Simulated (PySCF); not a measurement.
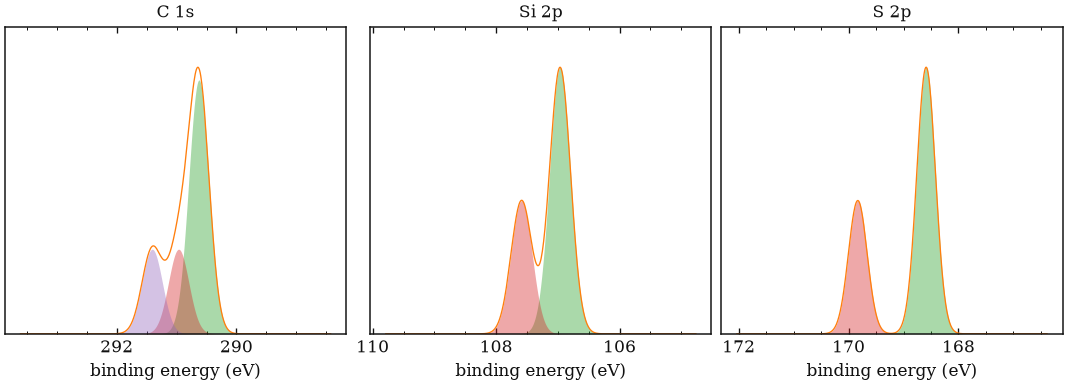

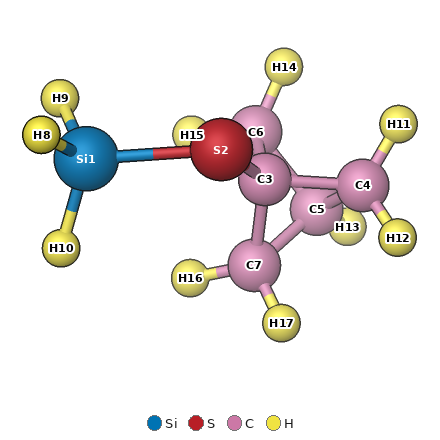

Simulated XPS of C₅H₁₀SSi, SMILES [SiH3]SC12CC(C1)C2. Vertical core-electron binding energies by ΔSCF (SCAN, pcX-2 on the ionised atom, pcseg-1 elsewhere, spin-free X2C; PySCF 2.14.0, at a PBE0-D3(BJ)/def2-SVP geometry (no frequency check)), gas phase, against the vacuum level. One atom of each kind was ionised; within a panel, areas follow the number of like atoms and 2j + 1 (2p levels are split by first-order spin-orbit coupling, an approximation), each panel is scaled alone, Gaussians of 0.4 eV full width. Only the regions named are shown. Lines closer than the width merge in the curve.

Question: Assign the components.

Answer:
```csv
level,atoms,binding energy (eV)
C 1s,C3,291.4
C 1s,C5,291.0
C 1s,"C4, C6, C7",290.6
Si 2p1/2,Si1,107.6
Si 2p3/2,Si1,107.0
S 2p1/2,S2,169.8
S 2p3/2,S2,168.6
```

Question: How large is the chemical shift across the C 1s region?

Answer: 0.8 eV, from C4, C6, C7 at 290.6 eV to C3 at 291.4 eV.

Note: one conformer of a flexible molecule.
